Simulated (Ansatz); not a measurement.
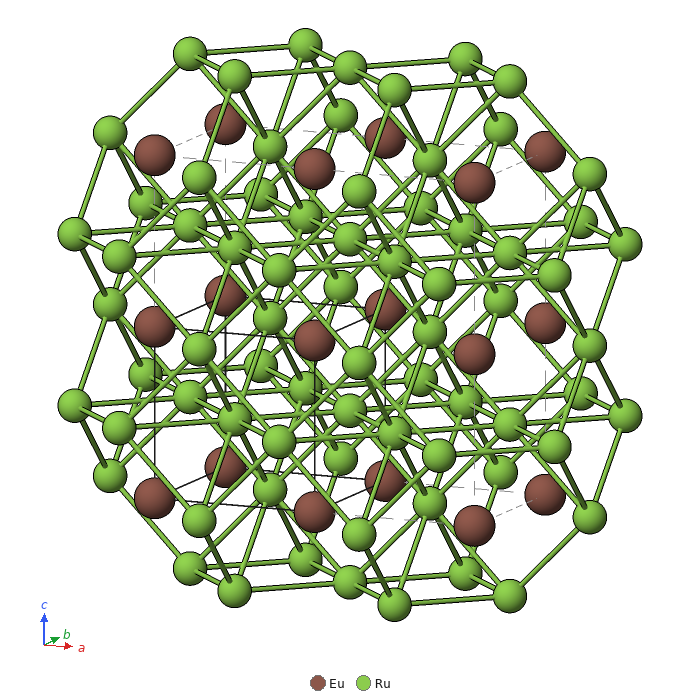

EuRu₃ (space group Pm-3m, No. 221). Coordinates: the input geometry of an electronic-structure calculation (not necessarily at equilibrium); the starting structure was generated, so it need not be a known form of this composition.

Bonds are taken as Ru–Ru below 3.2 Å; Eu is left out of the net, as the electropositive filling of the structure. The graph is simplified in the usual way: terminal and isolated atoms are pruned, two-connected atoms become edges.

What kind of net remains, and which atoms are its nodes?

Answer. A uninodal 8-connected, three-periodic net: Ru is an 8-connected node.

Which named net is it?

Answer. It is the reo net, known from the oxygen array of ReO3.

Is the net interpenetrated?

Answer. It is a single net, without interpenetration.

How many nodes does the smallest cycle have?

Answer. Three.

The simplified net, drawn on the atoms' positions. Nodes are coloured by element. Edges to nodes outside the piece are drawn as stubs.

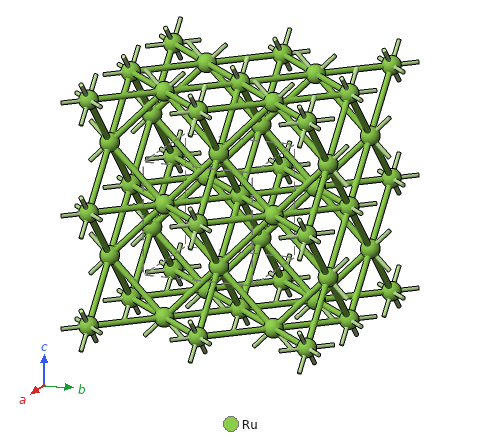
